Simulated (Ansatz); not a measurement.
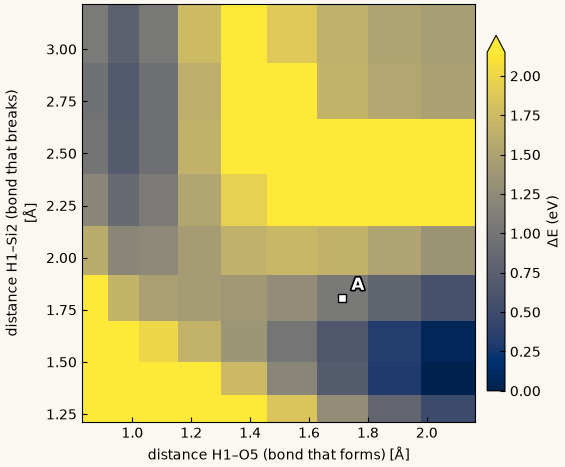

The reacting system CH5NOSi (one molecule; an intramolecular 1,3-shift). The first coordinate is: distance H1–O5 (bond that forms); the second: distance H1–Si2 (bond that breaks). Relaxed at each point: all other coordinates. The grid has 9 × 9 points. Points are written as (first, second). Energies: eV, counted from the lowest grid point. Energies and slopes of some neighbouring points disagree (a jump in structure or state, or too coarse a mesh). The reference is spin-restricted, so regions where a bond is pulled apart into radicals lie too high. Method: Ansatz 0.2.0, RKS PBE0-D4/def2-SVP.

The picture shows one coloured cell a grid point, one colour for all values above the top of the scale, the point A.

Is A at rest? If not, where is it pushed?

Answer. A, at (1.711 Å, 1.806 Å), is not a stationary point. The computed force is 1.4 eV for each Å towards larger values of the first coordinate and 2.4 eV for each Å towards smaller values of the second coordinate.
